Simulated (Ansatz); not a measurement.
# Cyclo-(SiH2)4 (Si₄H₈): a spread of methods and bases

Aim: run cyclo-(SiH2)4 (Si₄H₈) under a spread of inputs, and see what each costs and gives.

The runs use Ansatz 0.2.0, Gaussian basis; the settings change from run to run.

## Step 1: The molecule

The geometry comes from an earlier relaxation with PBE-D4/def2-SVP; it is a stationary point, not always the lowest conformer.

12 atoms, charge 0, spin multiplicity 1.

Atoms are counted from 1 here; the program's logs count them from 0.

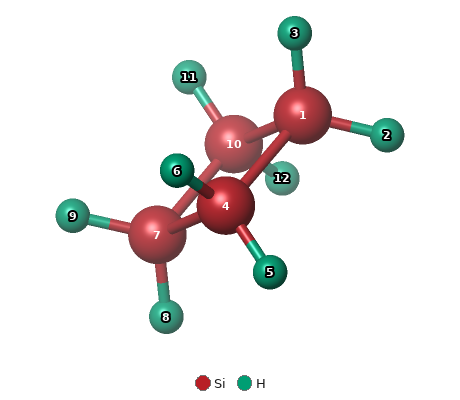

The geometry (silicon red, hydrogen teal); atoms are numbered from 1 in the order of the file.

## Step 2: rPW86-PBE/STO-3G

Options: atoms shaken by 0.15 Å, finite nuclei, D3(BJ) with three-body dispersion.

Input file in.yaml:

```yaml
crystal:
  periodic: [false, false, false]
  atoms:
    - {symbol: Si, position_ang: [0.814416, -1.162047, -0.208481]}
    - {symbol: H, position_ang: [0.525338, -2.844473, 0.245304]}
    - {symbol: H, position_ang: [2.487513, -1.212008, -0.206295]}
    - {symbol: Si, position_ang: [0.018122, 0.230029, 1.709595]}
    - {symbol: H, position_ang: [-0.815952, -0.498916, 3.098090]}
    - {symbol: H, position_ang: [1.192343, 0.820790, 2.329760]}
    - {symbol: Si, position_ang: [-0.844603, 1.637468, 0.155927]}
    - {symbol: H, position_ang: [-2.439336, 1.426131, 0.462383]}
    - {symbol: H, position_ang: [-0.509796, 2.575677, 0.129939]}
    - {symbol: Si, position_ang: [0.025548, -0.281840, -1.597716]}
    - {symbol: H, position_ang: [0.691627, 0.587786, -2.572082]}
    - {symbol: H, position_ang: [-0.941580, -0.890431, -2.458608]}
basis:
  gaussian: {orbitals: STO-3G, nuclear_model: gaussian}
hamiltonian: {xc: {name: rPW86-PBE}, dispersion: d3bjatm}
scf: {omitted_lower_state_checks: [starts]}
```

On the command line:

```
ansatz run in.yaml --threads 4 --pin off --events-out ev --progress --plain --max-ram 3916MiB
```

The log of the run:

```text
Functional definition: rPW86-PBE
  name "rPW86-PBE"
  cite "Murray, Lee & Langreth, J. Chem. Theory Comput. 5, 2754 (2009) doi:10.1021/ct900365q"
  cite "Perdew, Burke & Ernzerhof, Phys. Rev. Lett. 77, 3865 (1996) doi:10.1103/PhysRevLett.77.3865"
  parent pbe
  exchange = rpw86_x
  correlation = pbe_c
these checks for a lower state are left out or cut short: starts
488 factors; integrals over basis functions are off by at most 4.4e-5 eV
mean field evaluation 1: about -31291.3271 eV, gradient 3.0e1 eV
mean field evaluation 2: about -31287.1302 eV, gradient 4.2e1 eV
mean field evaluation 4: about -31294.8361 eV, gradient 2.8e0 eV
mean field evaluation 8: about -31294.7975 eV, gradient 2.7e-2 eV
mean field -31294.79754830 eV, -1150.0625975243 hartree, gradient 6.0e-5 eV, S^2 0.000000; 0 other end points of the search recorded, 0 dependent functions left out
reference -31294.79764467 eV, -1150.0626010660 hartree; 32, 32 occupied and 12, 12 virtual orbitals, 488 factors
Total energy: -31295.21458589 eV, -1150.0779233731 hartree
Checks for a lower state left out: starts
```

Run time: 1.4 s. Hardware: 4 threads of Arm Neoverse V1, shared host.

## Step 3: wB97X-V/6-31++G**

Options: a point charge of 1.00 e beside it.

Input file in.yaml:

```yaml
crystal:
  periodic: [false, false, false]
  atoms:
    - {symbol: Si, position_ang: [0.976734, -1.373195, -0.023577]}
    - {symbol: H, position_ang: [0.486313, -2.797488, 0.039394]}
    - {symbol: H, position_ang: [2.481780, -1.387311, -0.110763]}
    - {symbol: Si, position_ang: [0.100407, 0.042547, 1.681667]}
    - {symbol: H, position_ang: [-0.838209, -0.644129, 2.641061]}
    - {symbol: H, position_ang: [1.148546, 0.776992, 2.478577]}
    - {symbol: Si, position_ang: [-0.981218, 1.369993, 0.023920]}
    - {symbol: H, position_ang: [-2.486345, 1.367945, 0.111499]}
    - {symbol: H, position_ang: [-0.506080, 2.799451, -0.038279]}
    - {symbol: Si, position_ang: [-0.095438, -0.038994, -1.682038]}
    - {symbol: H, position_ang: [0.850828, 0.652948, -2.630114]}
    - {symbol: H, position_ang: [-1.137308, -0.768739, -2.491336]}
basis:
  gaussian: {orbitals: "6-31++G**", point_charges: [{charge: 1.00, position_ang: [5.276, 0.038, -0.242]}]}
hamiltonian: {xc: {name: wB97X-V}}
```

The command is unchanged.

The log of the run, shortened:

```text
Functional definition: wB97X-V
  name "wB97X-V"
  cite "Mardirossian & Head-Gordon, Phys. Chem. Chem. Phys. 16, 9904 (2014) doi:10.1039/C3CP54374A"
  cite "Becke, J. Chem. Phys. 107, 8554 (1997) doi:10.1063/1.475007"
  cite "Vydrov & Van Voorhis, J. Chem. Phys. 133, 244103 (2010) doi:10.1063/1.3521275"
[...]
      + integral(e_c_pw_opposite_spin*poly(b97_u_opposite, cos0, cos1)) + vv10(b, c)
1428 factors; their error is unknown
407 factors; integrals over basis functions are off by at most 1.3e-5 eV
[...]
mean field -31634.08620212 eV, -1162.5312255741 hartree, gradient 4.3e-5 eV, S^2 0.000000; 0 other end points of the search recorded, 0 dependent functions left out
reference -31634.08619750 eV, -1162.5312254043 hartree; 32, 32 occupied and 108, 108 virtual orbitals, 1428 factors
Total energy: -31634.08619750 eV, -1162.5312254043 hartree
```

Wall time 8.5 s (4 threads of Arm Neoverse V1, shared host).

## Step 4: BHLYP/6-31G

Options: D3(BJ) with three-body dispersion.

Edit in.yaml of step 3 so:

```diff
@@ -16,3 +16,4 @@
 basis:
-  gaussian: {orbitals: "6-31++G**", point_charges: [{charge: 1.00, position_ang: [5.276, 0.038, -0.242]}]}
-hamiltonian: {xc: {name: wB97X-V}}
+  gaussian: {orbitals: 6-31G}
+hamiltonian: {xc: {name: BHLYP}, dispersion: d3bjatm}
+scf: {omitted_lower_state_checks: [starts]}
```

Same command.

The log of the run:

```text
Functional definition: BHLYP
  name "BHLYP"
  cite "Becke, J. Chem. Phys. 98, 1372 (1993) doi:10.1063/1.464304"
  cite "Becke, Phys. Rev. A 38, 3098 (1988) doi:10.1103/PhysRevA.38.3098"
  cite "Lee, Yang & Parr, Phys. Rev. B 37, 785 (1988) doi:10.1103/PhysRevB.37.785"
  parameter a = 0.5
  exchange = (1 - a)*b88_x + a*exact_x
  correlation = lyp_c
these checks for a lower state are left out or cut short: starts
816 factors; integrals over basis functions are off by at most 1.9e-4 eV
mean field evaluation 1: about -31634.4566 eV, gradient 6.6e0 eV
mean field evaluation 2: about -31634.6749 eV, gradient 2.1e0 eV
mean field evaluation 4: about -31634.6910 eV, gradient 9.3e-1 eV
mean field evaluation 8: about -31635.0075 eV, gradient 2.5e-2 eV
mean field -31635.00751436 eV, -1162.5650831744 hartree, gradient 1.1e-5 eV, S^2 0.000000; 0 other end points of the search recorded, 0 dependent functions left out
reference -31635.00771736 eV, -1162.5650906348 hartree; 32, 32 occupied and 36, 36 virtual orbitals, 816 factors
Total energy: -31635.61296513 eV, -1162.5873330800 hartree
Checks for a lower state left out: starts
```

Run time: 1.1 s. Hardware: 4 threads of Arm Neoverse V1, shared host.

## Step 5: r2SCANh/def2-SVP

Set apart from the defaults: atoms shaken by 0.03 Å, a point charge of 1.00 e beside it, the search for lower states set to off.

Input file in.yaml:

```yaml
crystal:
  periodic: [false, false, false]
  atoms:
    - {symbol: Si, position_ang: [0.929952, -1.446434, 0.021442]}
    - {symbol: H, position_ang: [0.478338, -2.793439, 0.041641]}
    - {symbol: H, position_ang: [2.462687, -1.361620, -0.119460]}
    - {symbol: Si, position_ang: [0.175700, 0.038465, 1.711531]}
    - {symbol: H, position_ang: [-0.841816, -0.624641, 2.629482]}
    - {symbol: H, position_ang: [1.200449, 0.805601, 2.477978]}
    - {symbol: Si, position_ang: [-0.988239, 1.363574, 0.055431]}
    - {symbol: H, position_ang: [-2.473120, 1.365206, 0.122478]}
    - {symbol: H, position_ang: [-0.482729, 2.843778, -0.017936]}
    - {symbol: Si, position_ang: [-0.116826, 0.021096, -1.746410]}
    - {symbol: H, position_ang: [0.829421, 0.647053, -2.640352]}
    - {symbol: H, position_ang: [-1.134215, -0.787907, -2.441113]}
basis:
  gaussian: {orbitals: def2-SVP, point_charges: [{charge: 1.00, position_ang: [6.866, 0.028, 0.726]}]}
hamiltonian: {xc: {name: r2SCANh}}
scf: {lower_state_search: off}
output: {forces: true}
```

The command is unchanged.

The log of the run, shortened:

```text
Functional definition: r2SCANh
  name "r2SCANh"
  cite "Bursch, Neugebauer, Ehlert & Grimme, J. Chem. Phys. 156, 134105 (2022) doi:10.1063/5.0086040"
  cite "Furness, Kaplan, Ning, Perdew & Sun, J. Phys. Chem. Lett. 11, 8208 (2020) doi:10.1021/acs.jpclett.0c02405"
  cite "Furness, Kaplan, Ning, Perdew & Sun, J. Phys. Chem. Lett. 11, 9248 (2020) doi:10.1021/acs.jpclett.0c03077"
  parent r2scan
[...]
1084 factors; integrals over basis functions are off by at most 1.2e-3 eV
[...]
mean field -31627.13356350 eV, -1162.2757208175 hartree, gradient 3.0e-6 eV, S^2 0.000000; 0 other end points of the search recorded, 0 dependent functions left out
[...]
reference -31627.13357487 eV, -1162.2757212353 hartree; 32, 32 occupied and 80, 80 virtual orbitals, 1084 factors
Total energy: -31627.13357487 eV, -1162.2757212353 hartree
[...]
Atom 4 at    -0.841816    -0.624641     2.629482 Å, force     0.454860     0.231478    -0.126130 eV/Å
Atom 5 at     1.200449     0.805601     2.477978 Å, force     0.078244    -0.086854     0.045490 eV/Å
Atom 6 at    -0.988239     1.363574     0.055431 Å, force     0.907404     0.803085    -0.222339 eV/Å
Atom 7 at    -2.473120     1.365206     0.122478 Å, force    -0.076700    -0.034194     0.092575 eV/Å
Atom 8 at    -0.482729     2.843778    -0.017936 Å, force    -0.366239    -0.988732     0.076640 eV/Å
Atom 9 at    -0.116826     0.021096    -1.746410 Å, force    -0.246417    -0.956688     2.020947 eV/Å
Atom 10 at     0.829421     0.647053    -2.640352 Å, force     0.582989     0.384658    -0.610726 eV/Å
Atom 11 at    -1.134215    -0.787907    -2.441113 Å, force    -0.226807    -0.029675    -0.330161 eV/Å
Dipole moment:    -0.310669     0.007146    -0.042846 e Å
Checks for a lower state left out: stability, starts, cluster_reference, orbital_swaps, neighbouring_geometries, increment
```

Run time: 2.2 s. Hardware: 4 threads of Arm Neoverse V1, shared host.

Largest force 2.764 eV/Å, dipole 1.51 D.

## Step 6: The runs in one table

```
            level  charge  multiplicity               geometry  functions  energy (eV)   time
 rPW86-PBE/STO-3G       0             1                 shaken         44   -31295.215  1.4 s
wB97X-V/6-31++G**       0             1  relaxed, point charge        140   -31634.086  8.5 s
      BHLYP/6-31G       0             1                relaxed         68   -31635.613  1.1 s
 r2SCANh/def2-SVP       0             1   shaken, point charge        112   -31627.134  2.2 s
```

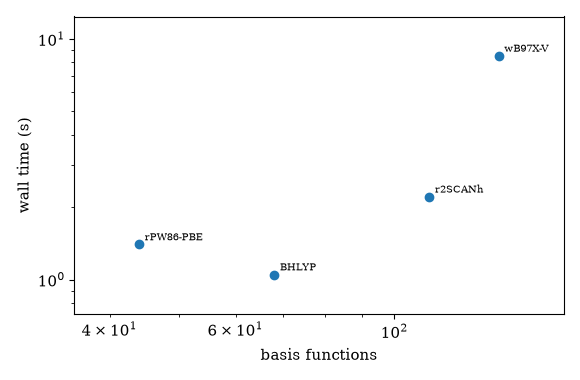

Wall time against the number of basis functions (shared host).

## Step 7: Summary of results

```
quantity                     value
    runs                         4
quickest        BHLYP/6-31G, 1.1 s
 slowest  wB97X-V/6-31++G**, 8.5 s
```

**Reading.** The runs differ in state or geometry as well as level, so their energies can't be set against each other. Run time spans a factor of 8, from BHLYP/6-31G to wB97X-V/6-31++G**. The jobs differ in tasks and options as well as level.
